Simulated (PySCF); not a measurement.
C₅H₁₅BO₂Si, SMILES CC(C)(C)C[SiH2]B(O)O at its GFN2-xTB optimised geometry (Å):

```
24

C      2.1554    -0.1062     0.0000
C      0.6214    -0.1062     0.0000
C      0.1258     1.3388     0.0000
C      0.1315    -0.8140    -1.2630
C      0.1311    -0.8469     1.2504
Si    -1.7323    -0.8409     1.6566
B     -2.1880    -2.2241     2.9899
O     -1.2988    -3.2076     3.2417
O     -3.3588    -2.2852     3.6922
H      2.5393     0.4258     0.8682
H      2.5397     0.3802    -0.8946
H      2.5388    -1.1243     0.0259
H     -0.9569     1.3685    -0.0811
H      0.4140     1.8401     0.9209
H      0.5518     1.8873    -0.8379
H      0.4828    -1.8434    -1.2847
H      0.5037    -0.3070    -2.1512
H     -0.9537    -0.8200    -1.3014
H      0.4593    -1.8873     1.1837
H      0.6496    -0.4292     2.1184
H     -2.5397    -0.9783     0.4222
H     -2.1118     0.5173     2.1195
H     -1.5843    -3.8526     3.8932
H     -4.0069    -1.6020     3.5362
```

Level of theory: PySCF with PBE/def2-SVP. Cells within 0.4 Å of a nucleus heavier than hydrogen are left out (blank, or x).

Map of the deformation density (molecule minus spherical neutral atoms) (e/bohr³) on the plane z = 0.0 Å:

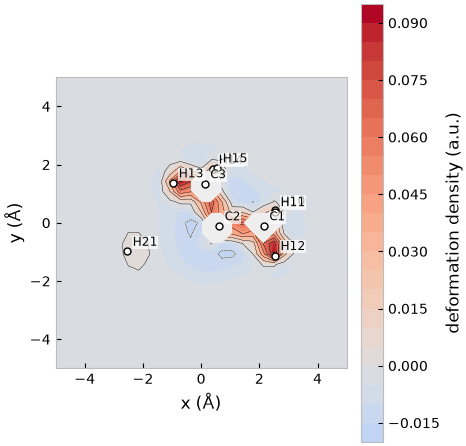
Figure. Deformation density (molecule minus spherical neutral atoms) (e/bohr³) on the plane z = 0.0 Å.
